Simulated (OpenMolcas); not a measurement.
# AsH$_{3}$: energy and gradient calculation (part 2 of 3)

The same run, continued: AsH$_{3}$, SMILES [AsH3]; SVWN5/cc-pVTZ, RKS (OpenMolcas 26.06). The geometry comes from this level: PBE0-D4/def2-TZVP.

Geometry of the input (Å):
```
As -0.2158  0.4876  -0.3460
H  0.3499  0.6303  1.0594
H  -1.0680  -0.7055  0.0611
H  0.9339  -0.4125  -0.7745
```

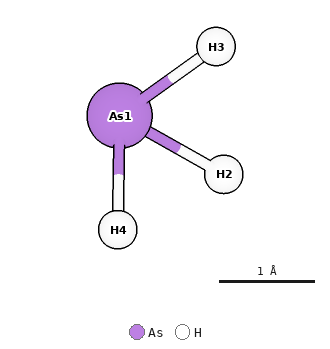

Fig. 1: The structure as given in the input (ball-and-stick view, seen at a tilt; atoms are numbered from 1 in the order of the input).

What the program printed, continued
```
        1 AS1    1s         0.9999    0.0007    0.0000    0.0000    0.0000   -0.0011   -0.0000    0.0000    0.0000    0.0000
        2 AS1    1s        -0.0003    1.0075   -0.0000   -0.0000   -0.0009   -0.0114   -0.0000    0.0000    0.0001    0.0000
        3 AS1    1s        -0.0026    0.0296    0.0000    0.0000    0.0004    0.9690   -0.0000    0.0000   -0.0063    0.0000
        4 AS1    1s         0.0026   -0.0301   -0.0000   -0.0000   -0.0006    0.0397   -0.0000   -0.0000    0.0001   -0.0000
        5 AS1    1s        -0.0039    0.0442    0.0000    0.0000    0.0007   -0.0356   -0.0000    0.0000    0.0026    0.0000
        6 AS1    1s         0.0020   -0.0236    0.0000   -0.0000    0.0000    0.0237   -0.0000   -0.0000    0.0020   -0.0000
        7 AS1    2px       -0.0000    0.0005   -0.6399    0.6896    0.3397   -0.0000   -0.0000    0.0000   -0.0000    0.0000
        8 AS1    2px       -0.0001    0.0013   -0.0010    0.0010    0.0005    0.0018    0.6682   -0.6566    0.3380    0.0005
        9 AS1    2px        0.0001   -0.0014    0.0020   -0.0021   -0.0010    0.0007    0.0058   -0.0057    0.0029   -0.0001
       10 AS1    2px       -0.0004    0.0045   -0.0022    0.0024    0.0011   -0.0010    0.0016   -0.0015    0.0002   -0.0022
       11 AS1    2px        0.0002   -0.0027    0.0011   -0.0011   -0.0005    0.0015   -0.0002    0.0002    0.0001    0.0011
       12 AS1    2py        0.0000   -0.0010    0.2356    0.5967   -0.7674    0.0001   -0.0000   -0.0000    0.0001   -0.0000
       13 AS1    2py        0.0003   -0.0030    0.0004    0.0009   -0.0011   -0.0041    0.6006    0.2179   -0.7638   -0.0001
       14 AS1    2py       -0.0003    0.0032   -0.0007   -0.0018    0.0023   -0.0016    0.0052    0.0019   -0.0066    0.0000
       15 AS1    2py        0.0010   -0.0102    0.0008    0.0021   -0.0025    0.0023    0.0014    0.0005   -0.0005    0.0004
       16 AS1    2py       -0.0006    0.0060   -0.0004   -0.0010    0.0012   -0.0035   -0.0002   -0.0001   -0.0003   -0.0002
       17 AS1    2pz       -0.0000    0.0007    0.7317    0.4109    0.5442   -0.0001   -0.0000   -0.0001   -0.0000   -0.0000
       18 AS1    2pz       -0.0002    0.0021    0.0011    0.0006    0.0008    0.0029    0.4298    0.7164    0.5420   -0.0005
       19 AS1    2pz        0.0002   -0.0023   -0.0023   -0.0013   -0.0016    0.0011    0.0037    0.0062    0.0047    0.0001
       20 AS1    2pz       -0.0007    0.0072    0.0026    0.0014    0.0018   -0.0017    0.0010    0.0017    0.0004    0.0020
       21 AS1    2pz        0.0004   -0.0043   -0.0012   -0.0007   -0.0009    0.0024   -0.0001   -0.0002    0.0002   -0.0010
       22 AS1    3d2-       0.0000   -0.0000    0.0000   -0.0000   -0.0000    0.0003   -0.0006    0.0011   -0.0016    0.6680
       23 AS1    3d2-      -0.0000    0.0001   -0.0001    0.0001    0.0000    0.0000   -0.0006    0.0011   -0.0001    0.0120
       24 AS1    3d2-       0.0000   -0.0000    0.0004   -0.0003   -0.0001   -0.0000   -0.0007    0.0013    0.0001    0.0034
       25 AS1    3d1-       0.0000   -0.0000   -0.0000    0.0000   -0.0001    0.0004   -0.0003   -0.0011   -0.0025   -0.0005
       26 AS1    3d1-      -0.0000    0.0001    0.0001   -0.0000    0.0000    0.0000    0.0004   -0.0004   -0.0002   -0.0001
       27 AS1    3d1-       0.0000   -0.0000   -0.0002    0.0001   -0.0001   -0.0000    0.0005   -0.0004    0.0002   -0.0002
       28 AS1    3d0        0.0000   -0.0000    0.0000    0.0000   -0.0000    0.0000    0.0007    0.0017   -0.0002   -0.1414
       29 AS1    3d0       -0.0000    0.0000   -0.0001   -0.0001    0.0000    0.0000    0.0009    0.0007   -0.0000   -0.0024
       30 AS1    3d0        0.0000   -0.0000    0.0003    0.0004   -0.0000   -0.0000    0.0011    0.0006    0.0000   -0.0003
       31 AS1    3d1+      -0.0000    0.0000   -0.0000    0.0000    0.0000   -0.0002    0.0012   -0.0007    0.0011    0.6980
       32 AS1    3d1+       0.0000   -0.0000   -0.0001   -0.0001   -0.0000   -0.0000    0.0007    0.0004    0.0001    0.0123
       33 AS1    3d1+      -0.0000    0.0000    0.0001    0.0003    0.0001    0.0000    0.0007    0.0007   -0.0001    0.0031
       34 AS1    3d2+       0.0000   -0.0000   -0.0000    0.0000   -0.0000    0.0002    0.0019   -0.0000   -0.0014   -0.1701
       35 AS1    3d2+      -0.0000    0.0001    0.0000   -0.0001    0.0000    0.0000    0.0005   -0.0002   -0.0001   -0.0030
       36 AS1    3d2+       0.0000   -0.0000   -0.0001    0.0002   -0.0001   -0.0000    0.0003   -0.0003    0.0001   -0.0009
       37 AS1    4f3-       0.0001   -0.0009    0.0000   -0.0000   -0.0000    0.0000    0.0002    0.0005   -0.0004    0.0011
       38 AS1    4f2-      -0.0001    0.0012   -0.0000   -0.0000    0.0000   -0.0000   -0.0002   -0.0002    0.0005   -0.0005
       39 AS1    4f1-      -0.0001    0.0008   -0.0000   -0.0000    0.0000   -0.0000   -0.0001    0.0001    0.0003    0.0003
       40 AS1    4f0       -0.0001    0.0007   -0.0000    0.0001    0.0000   -0.0000    0.0007   -0.0002    0.0003   -0.0008
       41 AS1    4f1+      -0.0001    0.0007    0.0001    0.0000    0.0000   -0.0000    0.0003    0.0006    0.0003    0.0016
       42 AS1    4f2+       0.0000   -0.0000    0.0000    0.0000    0.0000    0.0000    0.0002    0.0002    0.0000    0.0004
       43 AS1    4f3+      -0.0000    0.0005    0.0001   -0.0000    0.0000   -0.0000   -0.0005    0.0005    0.0002    0.0014
       44 H2     1s         0.0006   -0.0066   -0.0003   -0.0005   -0.0003    0.0011   -0.0027   -0.0017   -0.0015   -0.0031
       45 H2     1s        -0.0003    0.0028    0.0000    0.0000    0.0000   -0.0001    0.0013    0.0008    0.0009    0.0079
       46 H2     1s        -0.0001    0.0012    0.0000    0.0000    0.0000   -0.0032   -0.0016   -0.0010   -0.0013   -0.0029
       47 H2     2px        0.0000   -0.0000   -0.0000    0.0000   -0.0000    0.0000    0.0001    0.0000    0.0000    0.0001
       48 H2     2px       -0.0001    0.0011    0.0002   -0.0001    0.0000   -0.0000    0.0006    0.0003    0.0003   -0.0001
       49 H2     2py        0.0000   -0.0000   -0.0000    0.0000   -0.0000   -0.0000    0.0000    0.0000    0.0000    0.0001
       50 H2     2py       -0.0000    0.0004    0.0000   -0.0000    0.0002    0.0000    0.0001    0.0001    0.0001    0.0001
       51 H2     2pz        0.0000   -0.0001   -0.0000   -0.0000   -0.0000    0.0001    0.0001    0.0001    0.0001   -0.0004
       52 H2     2pz       -0.0003    0.0028   -0.0000    0.0001    0.0001   -0.0001    0.0015    0.0009    0.0008   -0.0004
       53 H2     3d2-       0.0000   -0.0000   -0.0000    0.0000    0.0000   -0.0000    0.0000   -0.0000   -0.0000    0.0000
       54 H2     3d1-       0.0000   -0.0000    0.0000    0.0000    0.0000   -0.0000   -0.0000   -0.0000   -0.0001   -0.0000
       55 H2     3d0        0.0000   -0.0003    0.0001    0.0001    0.0001   -0.0002   -0.0003   -0.0001   -0.0001    0.0004
       56 H2     3d1+       0.0000   -0.0002    0.0001    0.0001    0.0001   -0.0002   -0.0001   -0.0002   -0.0000    0.0003
       57 H2     3d2+       0.0000   -0.0000    0.0000    0.0000    0.0000   -0.0000   -0.0000   -0.0000   -0.0000    0.0000
       58 H3     1s         0.0006   -0.0066   -0.0003    0.0006   -0.0003    0.0011    0.0028   -0.0015   -0.0015   -0.0041
       59 H3     1s        -0.0003    0.0028    0.0000   -0.0000    0.0000   -0.0001   -0.0013    0.0007    0.0009    0.0103
       60 H3     1s        -0.0001    0.0012    0.0000   -0.0000    0.0000   -0.0032    0.0016   -0.0009   -0.0013   -0.0038
       61 H3     2px       -0.0000    0.0001   -0.0000   -0.0000    0.0000   -0.0000    0.0001   -0.0001   -0.0001    0.0003
       62 H3     2px        0.0002   -0.0018    0.0000    0.0000   -0.0002    0.0000    0.0009   -0.0005   -0.0005    0.0001
       63 H3     2py       -0.0000    0.0001    0.0000   -0.0000    0.0000   -0.0001    0.0001   -0.0001   -0.0001    0.0003
       64 H3     2py        0.0002   -0.0024   -0.0001    0.0000    0.0000    0.0001    0.0013   -0.0007   -0.0007    0.0004
       65 H3     2pz        0.0000   -0.0000    0.0000    0.0000    0.0000    0.0000   -0.0000    0.0000    0.0000   -0.0004
       66 H3     2pz       -0.0001    0.0008   -0.0001   -0.0001   -0.0001   -0.0000   -0.0004    0.0003    0.0003   -0.0003
       67 H3     3d2-       0.0000   -0.0002    0.0001   -0.0002    0.0001   -0.0002    0.0002   -0.0001   -0.0001    0.0005
       68 H3     3d1-      -0.0000    0.0001   -0.0000    0.0001   -0.0000    0.0001   -0.0001    0.0000   -0.0000   -0.0003
       69 H3     3d0       -0.0000    0.0001   -0.0001    0.0001   -0.0000    0.0001   -0.0001    0.0001    0.0001   -0.0002
       70 H3     3d1+      -0.0000    0.0001   -0.0000    0.0000   -0.0000    0.0001   -0.0001   -0.0000    0.0000   -0.0002
       71 H3     3d2+      -0.0000    0.0001   -0.0000    0.0001   -0.0000    0.0001   -0.0001    0.0001   -0.0000   -0.0002
       72 H4     1s         0.0006   -0.0066    0.0006   -0.0000   -0.0003    0.0011   -0.0001    0.0032   -0.0015    0.0073
       73 H4     1s        -0.0003    0.0028   -0.0000    0.0000    0.0000   -0.0001    0.0001   -0.0015    0.0009   -0.0182
       74 H4     1s        -0.0001    0.0012   -0.0000    0.0000    0.0000   -0.0032   -0.0001    0.0018   -0.0013    0.0067
       75 H4     2px        0.0000   -0.0001    0.0000    0.0000   -0.0000    0.0001    0.0000   -0.0001    0.0001    0.0006
       76 H4     2px       -0.0002    0.0023   -0.0001   -0.0001    0.0001   -0.0001    0.0001   -0.0014    0.0007    0.0006
       77 H4     2py       -0.0000    0.0001   -0.0000    0.0000    0.0000   -0.0001    0.0000    0.0001   -0.0001   -0.0006
       78 H4     2py        0.0002   -0.0017    0.0001   -0.0001    0.0000    0.0001   -0.0000    0.0011   -0.0006   -0.0007
       79 H4     2pz       -0.0000    0.0000    0.0000    0.0000    0.0000    0.0000    0.0000    0.0001   -0.0000   -0.0001
       80 H4     2pz        0.0001   -0.0010   -0.0000   -0.0001   -0.0002   -0.0000   -0.0000    0.0005   -0.0002    0.0001
       81 H4     3d2-      -0.0000    0.0003    0.0002    0.0000   -0.0001    0.0002    0.0000   -0.0003    0.0001    0.0010
       82 H4     3d1-       0.0000   -0.0001   -0.0001   -0.0000    0.0000   -0.0001   -0.0001    0.0001   -0.0001   -0.0002
       83 H4     3d0       -0.0000    0.0001    0.0001   -0.0000   -0.0001    0.0001   -0.0000   -0.0001    0.0000    0.0005
       84 H4     3d1+      -0.0000    0.0001    0.0001   -0.0000   -0.0000    0.0001   -0.0000   -0.0001    0.0001    0.0003
       85 H4     3d2+       0.0000   -0.0001   -0.0000    0.0000    0.0000   -0.0000    0.0001    0.0001   -0.0001   -0.0001

          Orbital           11        12        13        14        15        16        17        18        19        20
          Energy           -1.5182   -1.5150   -1.5150   -1.5131   -0.5874   -0.3314   -0.3314   -0.2507   -0.0144   -0.0144
          Occ. No.          2.0000    2.0000    2.0000    2.0000    2.0000    2.0000    2.0000    2.0000    0.0000    0.0000

        1 AS1    1s        -0.0000    0.0000   -0.0000    0.0000   -0.0033   -0.0000    0.0000    0.0010    0.0000   -0.0000
        2 AS1    1s        -0.0000    0.0000   -0.0000    0.0001   -0.0208   -0.0000    0.0000    0.0057    0.0000   -0.0000
        3 AS1    1s        -0.0000    0.0000   -0.0000   -0.0001   -0.0889   -0.0000    0.0000    0.0160   -0.0000    0.0000
        4 AS1    1s         0.0000   -0.0000    0.0000   -0.0002    0.0978    0.0000   -0.0000   -0.0417   -0.0000    0.0000
        5 AS1    1s        -0.0000    0.0000   -0.0000    0.0040    0.7461    0.0000   -0.0000   -0.4186   -0.0001    0.0001
        6 AS1    1s         0.0000   -0.0000    0.0000    0.0014   -0.0467    0.0000   -0.0000   -0.1783   -0.0002    0.0003
        7 AS1    2px       -0.0000   -0.0002    0.0001    0.0001   -0.0007   -0.0041   -0.0005   -0.0016    0.0003   -0.0016
        8 AS1    2px       -0.0004   -0.0046    0.0023    0.0022   -0.0099   -0.0561   -0.0064   -0.0207    0.0025   -0.0145
        9 AS1    2px        0.0001    0.0031   -0.0016   -0.0015    0.0091    0.0557    0.0063    0.0223   -0.0063    0.0360
       10 AS1    2px        0.0018   -0.0007    0.0004    0.0009    0.0370    0.5343    0.0607    0.2179   -0.0943    0.5356
       11 AS1    2px       -0.0009   -0.0004    0.0002   -0.0001   -0.0083   -0.0727   -0.0083    0.0034   -0.1349    0.7661
       12 AS1    2py       -0.0000   -0.0001   -0.0001   -0.0003    0.0017   -0.0009   -0.0027    0.0036   -0.0009   -0.0006
       13 AS1    2py       -0.0004   -0.0028   -0.0022   -0.0049    0.0225   -0.0126   -0.0364    0.0467   -0.0082   -0.0058
       14 AS1    2py        0.0001    0.0019    0.0015    0.0034   -0.0206    0.0125    0.0362   -0.0503    0.0203    0.0145
       15 AS1    2py        0.0019   -0.0005   -0.0004   -0.0021   -0.0836    0.1199    0.3466   -0.4924    0.3018    0.2155
       16 AS1    2py       -0.0009   -0.0002   -0.0002    0.0002    0.0188   -0.0163   -0.0471   -0.0077    0.4317    0.3083
       17 AS1    2pz       -0.0000   -0.0001   -0.0002    0.0002   -0.0012    0.0013   -0.0035   -0.0025   -0.0014    0.0001
       18 AS1    2pz       -0.0004   -0.0010   -0.0045    0.0035   -0.0159    0.0173   -0.0473   -0.0331   -0.0131    0.0008
       19 AS1    2pz        0.0001    0.0007    0.0030   -0.0024    0.0146   -0.0171    0.0470    0.0357    0.0326   -0.0020
       20 AS1    2pz        0.0015   -0.0002   -0.0007    0.0015    0.0593   -0.1642    0.4506    0.3493    0.4840   -0.0301
       21 AS1    2pz       -0.0007   -0.0001   -0.0004   -0.0002   -0.0133    0.0223   -0.0613    0.0054    0.6923   -0.0430
       22 AS1    3d2-      -0.2922   -0.3561    0.3515    0.4474   -0.0016    0.0628   -0.0111    0.0053    0.0412   -0.0835
       23 AS1    3d2-      -0.0052   -0.0060    0.0059    0.0074    0.0010   -0.0372    0.0066   -0.0038   -0.0317    0.0641
       24 AS1    3d2-      -0.0015   -0.0007    0.0008    0.0017    0.0010   -0.0335    0.0060   -0.0109   -0.0289    0.0599
       25 AS1    3d1-       0.4995    0.0270   -0.4674    0.7178   -0.0026   -0.0283   -0.0029    0.0084    0.0021    0.0423
       26 AS1    3d1-       0.0088    0.0004   -0.0079    0.0119    0.0017    0.0168    0.0015   -0.0060    0.0005   -0.0322
       27 AS1    3d1-       0.0023   -0.0003   -0.0018    0.0028    0.0015    0.0155   -0.0010   -0.0174   -0.0193   -0.0329
       28 AS1    3d0        0.6240    0.0360    0.7543    0.0549   -0.0002   -0.0045   -0.0568    0.0006    0.0699    0.0382
       29 AS1    3d0        0.0112    0.0006    0.0127    0.0009    0.0001    0.0024    0.0338   -0.0005   -0.0555   -0.0275
       30 AS1    3d0        0.0031   -0.0005    0.0025    0.0002    0.0001   -0.0003    0.0316   -0.0013   -0.0359   -0.0424
       31 AS1    3d1+       0.3079    0.5329   -0.1278   -0.3174    0.0011   -0.0041   -0.0428   -0.0037    0.0651    0.0131
       32 AS1    3d1+       0.0056    0.0090   -0.0022   -0.0053   -0.0007    0.0028    0.0252    0.0027   -0.0485   -0.0124
       33 AS1    3d1+       0.0017    0.0019   -0.0012   -0.0012   -0.0007    0.0053    0.0218    0.0077   -0.0591    0.0094
       34 AS1    3d2+      -0.4041    0.7553    0.2366    0.4067   -0.0014   -0.0217   -0.0083    0.0048   -0.0078    0.0223
       35 AS1    3d2+      -0.0070    0.0128    0.0040    0.0068    0.0009    0.0131    0.0053   -0.0034    0.0036   -0.0197
       36 AS1    3d2+      -0.0015    0.0029    0.0011    0.0016    0.0009    0.0137    0.0079   -0.0099    0.0246    0.0052
       37 AS1    4f3-       0.0008   -0.0015   -0.0002   -0.0007   -0.0024   -0.0032    0.0058   -0.0033   -0.0079    0.0049
       38 AS1    4f2-      -0.0005   -0.0010    0.0003    0.0015    0.0035    0.0001   -0.0038    0.0054    0.0053    0.0035
       39 AS1    4f1-      -0.0001   -0.0003   -0.0019    0.0008    0.0022   -0.0012   -0.0003    0.0032    0.0036    0.0012
       40 AS1    4f0        0.0017   -0.0002    0.0005    0.0010    0.0020    0.0078    0.0055    0.0033   -0.0052   -0.0120
       41 AS1    4f1+       0.0010    0.0004    0.0004    0.0002    0.0019   -0.0038    0.0090    0.0022   -0.0147    0.0010
       42 AS1    4f2+       0.0006    0.0011   -0.0005    0.0008    0.0002    0.0005    0.0040    0.0013   -0.0049   -0.0047
       43 AS1    4f3+      -0.0012    0.0000    0.0007    0.0010    0.0015   -0.0094   -0.0008    0.0028   -0.0040    0.0134
       44 H2     1s        -0.0066   -0.0024   -0.0029   -0.0017   -0.0487   -0.0098   -0.0797   -0.0214    0.0207    0.0090
       45 H2     1s         0.0165    0.0100    0.0118    0.0009    0.2898    0.0787    0.6372    0.2730   -0.4411   -0.1919
       46 H2     1s        -0.0061   -0.0033   -0.0039   -0.0010   -0.0936   -0.0106   -0.0855   -0.0078   -0.8087   -0.3520
       47 H2     2px       -0.0004    0.0000   -0.0004   -0.0000   -0.0024    0.0021   -0.0030   -0.0001   -0.0047    0.0029
       48 H2     2px       -0.0004   -0.0002   -0.0008    0.0001   -0.0044    0.0107   -0.0049    0.0017   -0.0080    0.0135
       49 H2     2py        0.0001   -0.0001   -0.0002    0.0003   -0.0010    0.0005    0.0008   -0.0031    0.0008    0.0011
       50 H2     2py        0.0002    0.0001    0.0000    0.0006   -0.0030    0.0024    0.0062   -0.0129    0.0091    0.0064
       51 H2     2pz       -0.0007   -0.0006   -0.0005    0.0000   -0.0060   -0.0018   -0.0062   -0.0014   -0.0058   -0.0046
       52 H2     2pz       -0.0007   -0.0012   -0.0012    0.0006   -0.0115   -0.0054   -0.0057   -0.0005    0.0018   -0.0063
       53 H2     3d2-      -0.0000    0.0000    0.0000   -0.0001    0.0003   -0.0006   -0.0003    0.0007   -0.0009    0.0012
       54 H2     3d1-       0.0000    0.0000    0.0001   -0.0002    0.0008   -0.0002   -0.0010    0.0018   -0.0005   -0.0011
       55 H2     3d0        0.0008    0.0007    0.0006    0.0000    0.0017    0.0014    0.0007    0.0005   -0.0004    0.0006
       56 H2     3d1+       0.0007    0.0003    0.0006    0.0001    0.0012   -0.0015    0.0009    0.0001    0.0003   -0.0006
       57 H2     3d2+       0.0001    0.0001    0.0002    0.0000    0.0002   -0.0006    0.0005   -0.0001    0.0003   -0.0008
       58 H3     1s         0.0060    0.0037   -0.0007   -0.0017   -0.0487    0.0739    0.0313   -0.0214   -0.0026   -0.0224
       59 H3     1s        -0.0151   -0.0152    0.0027    0.0009    0.2898   -0.5912   -0.2505    0.2730    0.0545    0.4780
       60 H3     1s         0.0055    0.0050   -0.0009   -0.0010   -0.0936    0.0793    0.0336   -0.0078    0.0999    0.8762
       61 H3     2px       -0.0002   -0.0006    0.0000   -0.0003    0.0040   -0.0022   -0.0017    0.0032   -0.0016   -0.0026
       62 H3     2px       -0.0001   -0.0008    0.0000   -0.0008    0.0085    0.0030   -0.0023    0.0108   -0.0036    0.0088
       63 H3     2py       -0.0007   -0.0006    0.0003    0.0001    0.0050   -0.0060   -0.0011    0.0001    0.0016   -0.0070
       64 H3     2py       -0.0007   -0.0015    0.0004   -0.0003    0.0091   -0.0096    0.0023   -0.0043    0.0075   -0.0057
       65 H3     2pz        0.0001    0.0002    0.0002   -0.0001   -0.0015    0.0014    0.0031    0.0010    0.0045    0.0025
       66 H3     2pz        0.0003    0.0007    0.0002   -0.0001   -0.0025    0.0007    0.0115    0.0059    0.0148    0.0038
       67 H3     3d2-      -0.0006   -0.0008    0.0001   -0.0001    0.0019   -0.0003    0.0001    0.0013   -0.0008    0.0007
       68 H3     3d1-       0.0004    0.0004    0.0000   -0.0001   -0.0005    0.0004    0.0014    0.0007    0.0008    0.0003
       69 H3     3d0        0.0004    0.0004   -0.0002    0.0000   -0.0009    0.0003   -0.0006   -0.0006   -0.0017   -0.0001
       70 H3     3d1+       0.0003    0.0003    0.0000    0.0000   -0.0006   -0.0001    0.0014   -0.0001   -0.0004   -0.0000
       71 H3     3d2+       0.0004    0.0003   -0.0002   -0.0002   -0.0002    0.0016   -0.0006    0.0012   -0.0004    0.0006
       72 H4     1s         0.0006   -0.0013    0.0035   -0.0017   -0.0487   -0.0641    0.0484   -0.0214   -0.0181    0.0134
       73 H4     1s        -0.0014    0.0053   -0.0146    0.0009    0.2898    0.5125   -0.3868    0.2730    0.3868   -0.2862
       74 H4     1s         0.0005   -0.0017    0.0048   -0.0010   -0.0936   -0.0688    0.0519   -0.0078    0.7093   -0.5249
       75 H4     2px       -0.0001   -0.0000    0.0007    0.0001   -0.0050   -0.0029    0.0044   -0.0015    0.0064   -0.0008
       76 H4     2px       -0.0000   -0.0002    0.0013    0.0006   -0.0097    0.0014    0.0089   -0.0021    0.0060    0.0093
       77 H4     2py       -0.0002    0.0003   -0.0003    0.0001    0.0036    0.0048   -0.0016   -0.0006   -0.0027    0.0057
       78 H4     2py       -0.0001    0.0006   -0.0011   -0.0001    0.0065    0.0106    0.0014   -0.0062    0.0013    0.0120
```
